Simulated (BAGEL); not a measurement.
# HF/def2-SVP (density fitting with qzvpp-jkfit) run of CH4B2ClF (SMILES FBCBCl)

What is the energy change on altering one bond length of CH4B2ClF at HF/def2-SVP (density fitting with qzvpp-jkfit)? 

The results are computed with BAGEL 1.2.2.

12 further runs of the same task are left out: 10 that didn't finish, 2 set aside as unsound or not needed. Runs told in other sessions of the task aren't counted.

### 1 The molecule

The species is CH4B2ClF (9 atoms), meant as a singlet with charge 0. SMILES: `FBCBCl`. The shape is that of a GFN2-xTB optimisation. This is one conformer, not always the lowest.

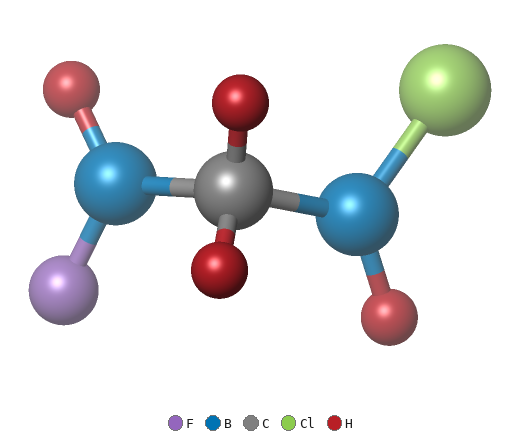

Viewed from a chosen angle; fluorine purple, boron blue, carbon grey, chlorine green, hydrogen red.

### 2 The energy at HF/def2-SVP (density fitting with qzvpp-jkfit)

Contents of calc.json:

```json
{ "bagel": [

{
  "title": "molecule",
  "basis": "svp",
  "df_basis": "qzvpp-jkfit",
  "angstrom": true,
  "geometry": [
    { "atom": "F", "xyz": [      -0.703720,      -0.651330,       1.994650 ] },
    { "atom": "B", "xyz": [      -0.042560,       0.248870,       1.299420 ] },
    { "atom": "C", "xyz": [       0.631940,      -0.184840,      -0.061410 ] },
    { "atom": "B", "xyz": [      -0.468470,      -0.167060,      -1.195660 ] },
    { "atom": "Cl", "xyz": [      -0.697720,       1.221460,      -2.134920 ] },
    { "atom": "H", "xyz": [      -0.021720,       1.336680,       1.739310 ] },
    { "atom": "H", "xyz": [       1.012190,      -1.200130,       0.049410 ] },
    { "atom": "H", "xyz": [       1.455080,       0.486450,      -0.297520 ] },
    { "atom": "H", "xyz": [      -1.165020,      -1.090090,      -1.393270 ] }
  ]
},

{
  "title": "hf",
  "charge": 0
},

{
  "title": "print",
  "file": "orbitals.molden",
  "orbitals": true
}

]}
```

On the command line:

```sh
$ BAGEL_NUM_THREADS=1 BAGEL calc.json > calc.out
```

Standard output:

```text
* using 1 threads per process

  ===============================================================
  ===============================================================

  *** Geometry ***

  { "atom" : "F", "xyz" : [     -1.329838,     -1.230835,      3.769342 ] },
  { "atom" : "B", "xyz" : [     -0.080427,      0.470296,      2.455548 ] },
  { "atom" : "C", "xyz" : [      1.194194,     -0.349297,     -0.116048 ] },
  { "atom" : "B", "xyz" : [     -0.885280,     -0.315698,     -2.259470 ] },
  { "atom" : "Cl", "xyz" : [     -1.318500,      2.308225,     -4.034414 ] },
  { "atom" : "H", "xyz" : [     -0.041045,      2.525959,      3.286820 ] },
  { "atom" : "H", "xyz" : [      1.912762,     -2.267917,      0.093371 ] },
  { "atom" : "H", "xyz" : [      2.749703,      0.919257,     -0.562231 ] },
  { "atom" : "H", "xyz" : [     -2.201569,     -2.059972,     -2.632899 ] },

  Number of auxiliary basis functions:      502

  Since a DF basis is specified, we compute 2- and 3-index integrals:
    o Being stored without compression. Storage requirement is 0.035 GB

  Number of basis functions:       94
  Number of electrons      :       46

    * METHOD: MOLECULE                             0.26

  *** RHF ***

  === Nuclear Repulsion ===
   176.8614927422

      * DIIS with orbital gradients will be used.

  === RHF iteration (svp) ===
      0       -648.13849531          0.01508203           0.08
      1       -648.27505834          0.00821809           0.08
      2       -648.31302177          0.00148668           0.08
      3       -648.31483858          0.00050987           0.08
      4       -648.31501618          0.00009397           0.08
      5       -648.31502781          0.00002520           0.08
      6       -648.31502869          0.00000843           0.07
      7       -648.31502877          0.00000202           0.07
      8       -648.31502877          0.00000054           0.08
      9       -648.31502877          0.00000017           0.08
     10       -648.31502877          0.00000007           0.08
     11       -648.31502877          0.00000003           0.08
     12       -648.31502877          0.00000001           0.08
    * SCF iteration converged.

    * Permanent dipole moment:
           (   -0.429869,     0.020011,     0.083439) a.u.

    * METHOD: HF                                   1.18

    * METHOD: PRINT                                0.02

  ===============================================================
```

It took 1.6 s on 1 thread of Arm Neoverse V1, shared host.

### 3 The distorted shape, same level

Contents of hf.json:

```json
{ "bagel": [

{
  "title": "molecule",
  "basis": "svp",
  "df_basis": "qzvpp-jkfit",
  "angstrom": "true",
  "geometry": [
    { "atom": "F", "xyz": [      -0.902070,      -0.921392,       2.203221 ] },
    { "atom": "B", "xyz": [      -0.042560,       0.248870,       1.299420 ] },
    { "atom": "C", "xyz": [       0.631940,      -0.184840,      -0.061410 ] },
    { "atom": "B", "xyz": [      -0.468470,      -0.167060,      -1.195660 ] },
    { "atom": "Cl", "xyz": [      -0.697720,       1.221460,      -2.134920 ] },
    { "atom": "H", "xyz": [      -0.021720,       1.336680,       1.739310 ] },
    { "atom": "H", "xyz": [       1.012190,      -1.200130,       0.049410 ] },
    { "atom": "H", "xyz": [       1.455080,       0.486450,      -0.297520 ] },
    { "atom": "H", "xyz": [      -1.165020,      -1.090090,      -1.393270 ] }
  ]
},

{ "title": "hf" },

{ "title": "print", "file": "orbitals.molden", "orbitals": "true" }

]}
```

On the command line:

```sh
$ BAGEL_NUM_THREADS=1 BAGEL hf.json > hf.out
```

Standard output:

```text
* using 1 threads per process

  ===============================================================
  ===============================================================

  *** Geometry ***

  { "atom" : "F", "xyz" : [     -1.704665,     -1.741179,      4.163484 ] },
  { "atom" : "B", "xyz" : [     -0.080427,      0.470296,      2.455548 ] },
  { "atom" : "C", "xyz" : [      1.194194,     -0.349297,     -0.116048 ] },
  { "atom" : "B", "xyz" : [     -0.885280,     -0.315698,     -2.259470 ] },
  { "atom" : "Cl", "xyz" : [     -1.318500,      2.308225,     -4.034414 ] },
  { "atom" : "H", "xyz" : [     -0.041045,      2.525959,      3.286820 ] },
  { "atom" : "H", "xyz" : [      1.912762,     -2.267917,      0.093371 ] },
  { "atom" : "H", "xyz" : [      2.749703,      0.919257,     -0.562231 ] },
  { "atom" : "H", "xyz" : [     -2.201569,     -2.059972,     -2.632899 ] },

  Number of auxiliary basis functions:      502

  Since a DF basis is specified, we compute 2- and 3-index integrals:
    o Being stored without compression. Storage requirement is 0.035 GB

  Number of basis functions:       94
  Number of electrons      :       46

    * METHOD: MOLECULE                             0.26

  *** RHF ***

  === Nuclear Repulsion ===
   168.9395946253

      * DIIS with orbital gradients will be used.

  === RHF iteration (svp) ===
      0       -648.02780430          0.01641110           0.08
      1       -648.17134955          0.01093900           0.08
      2       -648.24699226          0.00195650           0.08
      3       -648.25011493          0.00067010           0.08
      4       -648.25047851          0.00013037           0.08
      5       -648.25050401          0.00004048           0.08
      6       -648.25050675          0.00001593           0.08
      7       -648.25050712          0.00000422           0.08
      8       -648.25050715          0.00000140           0.08
      9       -648.25050715          0.00000046           0.08
     10       -648.25050715          0.00000016           0.08
     11       -648.25050715          0.00000006           0.08
     12       -648.25050715          0.00000002           0.08
     13       -648.25050715          0.00000001           0.08
    * SCF iteration converged.

    * Permanent dipole moment:
           (   -0.848271,    -0.508213,     0.662086) a.u.

    * METHOD: HF                                   1.26

    * METHOD: PRINT                                0.02

  ===============================================================
```

Run time: 1.7 s. Hardware: 1 thread of Arm Neoverse V1, shared host.

### 4 Summary of results

Level: HF/def2-SVP (density fitting with qzvpp-jkfit).

| quantity | value |
| --- | --- |
| first shape: total energy | -648.31503 Eh |
| first shape: dipole moment | 1.11 D |
| first shape: HOMO energy | -11.69 eV |
| first shape: LUMO energy | 2.12 eV |
| first shape: HOMO–LUMO gap | 13.81 eV |
| distorted shape: total energy | -648.25051 Eh |
| distorted shape: dipole moment | 3.02 D |
| distorted shape: HOMO energy | -12.09 eV |
| distorted shape: LUMO energy | 1.37 eV |
| distorted shape: HOMO–LUMO gap | 13.46 eV |
| energy change with the F1–B2 bond stretched from 1.316 to 1.710 Å | 1.756 eV |

What this shows: With the F1–B2 bond stretched from 1.316 to 1.710 Å the energy rises by 1.76 eV (169 kJ/mol). The first shape isn't relaxed at this level, so the change isn't measured from a minimum.
